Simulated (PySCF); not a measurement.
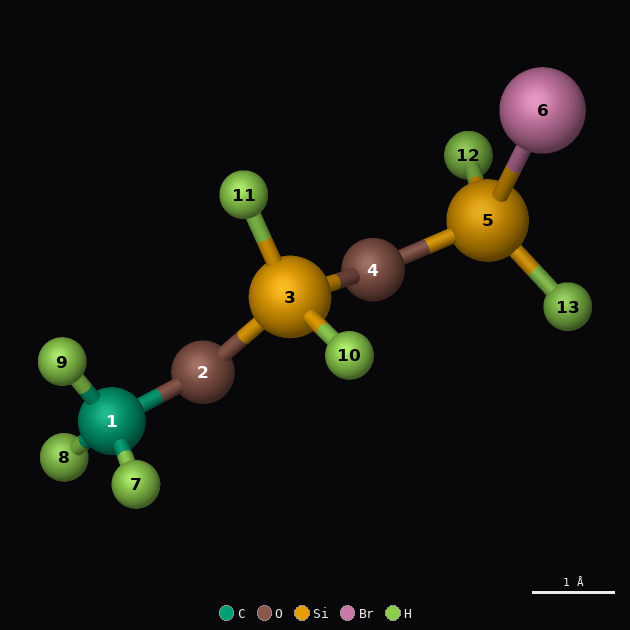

The atoms are numbered. Computed geometry: GFN2-xTB optimisation. No frequency run is at hand to confirm it as a minimum.

List the bonds and their lengths.

```
   bond  length (Å)   order
  C1–O2       1.392  single
  C1–H7       1.093  single
  C1–H8       1.090  single
  C1–H9       1.092  single
 O2–Si3       1.610  single
 Si3–O4       1.618  single
Si3–H10       1.460  single
Si3–H11       1.459  single
 O4–Si5       1.601  single
Si5–Br6       2.197  single
Si5–H12       1.449  single
Si5–H13       1.450  single
```
